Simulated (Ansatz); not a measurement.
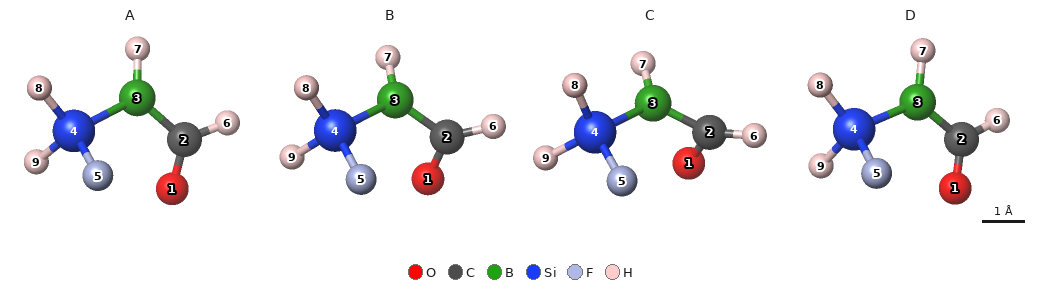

4 geometries from one relaxation of CH4BFOSi (coarse preliminary run), in shuffled order. The picture is a ball-and-stick view, seen at a tilt.

The start comes from a force field.

All numbers below come from RKS PBE-D4/def2-SVP in Ansatz 0.2.0. Set-up: force threshold 0.03 eV/Å; at most 200 steps.

> Order the frames from highest to lowest energy.

D, A, B, C. They are steps 0, 5, 8, 17, at +101.4 kJ/mol, +40.8 kJ/mol, +16.1 kJ/mol relative to the last. Over 15 accepted moves (17 points after the start) the energy falls by 101.4 kJ/mol. The largest force component goes from 5 to 0.013 eV/Å. The line search rejected the trial steps at points 3, 10 of the run. The largest move after the best rigid fit is that of H6, 1.24 Å. By element the largest moves are H 1.24 Å, O 0.87 Å, C 0.37 Å, F 0.34 Å, B 0.32 Å, Si 0.09 Å. Among the contacts that change: O1–B3 2.353 → 1.959 Å, B3–Si4 1.894 → 2.007 Å, Si4–F5 1.737 → 1.651 Å, O1–C2 1.177 → 1.245 Å. Bond angles that change, for instance: O1–C2–B3 118.4° → 89.3°, B3–C2–H6 120.5° → 147.8°, B3–Si4–H9 107.3° → 112.6°. Groups turn about C2–B3 by about 90°, B3–Si4 by about 50°. The run took 41 s on 2 threads of Arm Neoverse V1 (shared host).
